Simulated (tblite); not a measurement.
## Run report: C₃H₄NS₂Si, geometry relaxation (part 4 of 4)

C₃H₄NS₂Si, multiplicity 2; GFN2-xTB geometry optimisation, gas phase (tblite 0.8.0). It belongs to a series of runs on one base structure; here: H removed from sp3 C.

Geometry of the input (Å):
```
N  -1.5303  2.0667  -1.4838
C  -1.3452  1.2498  -0.6983
C  -1.0811  0.1883  0.3209
C  -0.7649  -1.1031  -0.3750
S  0.8676  -1.6073  -0.6847
Si 1.8942  -0.0808  0.4046
S  0.2223  0.6558  1.5108
H  -1.9972  0.0525  0.9103
H  -1.5710  -1.7325  -0.7342
H  2.3904  0.9701  -0.5052
H  2.9207  -0.6567  1.3086
```

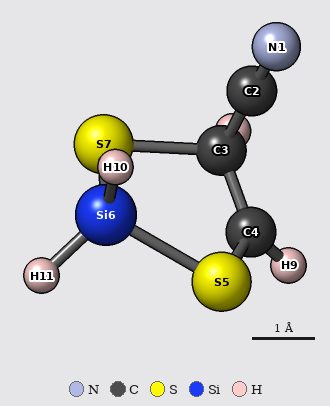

**Figure 1.** The geometry at step 76 of the log (ball-and-stick view, seen at a tilt; atoms are numbered from 1 in the order of the input).

## Trajectory as extended XYZ, continued
```
11
Properties=species:S:1:pos:R:3:forces:R:3 step=75 energy=-532.08583
N    -1.0749    2.0344   -1.4405   -0.0020   0.0070  -0.0080
C    -1.1364    1.2038   -0.6564    0.0020  -0.0090   0.0090
C    -1.1551    0.1185    0.2857    0.0010  -0.0020   0.0000
C    -0.7992   -1.1452   -0.3355   -0.0110  -0.0040  -0.0010
S     0.7731   -1.4124   -0.9314    0.0010  -0.0040   0.0020
Si    1.7877    0.0487    0.3646    0.0020   0.0020  -0.0030
S     0.1666    0.6363    1.6025   -0.0020   0.0010   0.0070
H    -2.1042    0.0850    0.8231    0.0040   0.0020  -0.0020
H    -1.4870   -1.9682   -0.3742    0.0020   0.0010  -0.0020
H     2.2811    1.0983   -0.5062    0.0060   0.0050   0.0000
H     2.7538   -0.6964    1.1423   -0.0020   0.0000  -0.0020
11
Properties=species:S:1:pos:R:3:forces:R:3 step=76 energy=-532.08584
N    -1.0738    2.0338   -1.4409   -0.0010   0.0120  -0.0120
C    -1.1356    1.2037   -0.6563    0.0020  -0.0150   0.0120
C    -1.1550    0.1185    0.2859   -0.0010  -0.0040   0.0000
C    -0.7997   -1.1454   -0.3352   -0.0060  -0.0020  -0.0020
S     0.7726   -1.4127   -0.9312    0.0030  -0.0020   0.0020
Si    1.7873    0.0491    0.3642   -0.0010   0.0010  -0.0010
S     0.1666    0.6356    1.6033   -0.0030   0.0010   0.0030
H    -2.1042    0.0853    0.8228    0.0020   0.0030   0.0000
H    -1.4872   -1.9686   -0.3741   -0.0010   0.0020   0.0000
H     2.2807    1.0994   -0.5057    0.0050   0.0050  -0.0020
H     2.7536   -0.6960    1.1413    0.0000  -0.0020   0.0000
11
Properties=species:S:1:pos:R:3:forces:R:3 step=77 energy=-532.08585
N    -1.0736    2.0333   -1.4414   -0.0010   0.0050  -0.0030
C    -1.1352    1.2036   -0.6563    0.0020  -0.0080   0.0040
C    -1.1549    0.1185    0.2861   -0.0010  -0.0040  -0.0010
C    -0.8001   -1.1454   -0.3352    0.0000   0.0000  -0.0030
S     0.7724   -1.4129   -0.9311    0.0030   0.0000   0.0020
Si    1.7871    0.0492    0.3640   -0.0010   0.0010   0.0000
S     0.1666    0.6352    1.6038   -0.0010   0.0000   0.0000
H    -2.1042    0.0857    0.8227    0.0000   0.0030   0.0020
H    -1.4874   -1.9686   -0.3742   -0.0030   0.0000   0.0000
H     2.2809    1.1001   -0.5051    0.0030   0.0040  -0.0020
H     2.7537   -0.6959    1.1407    0.0000  -0.0030   0.0000
```

## Summary

| quantity | value |
| --- | --- |
| outcome | converged |
| total energy | −532.0858 eV |
| hardware | 1 CPU thread, shared host |
| peak memory | 0.17 GiB |
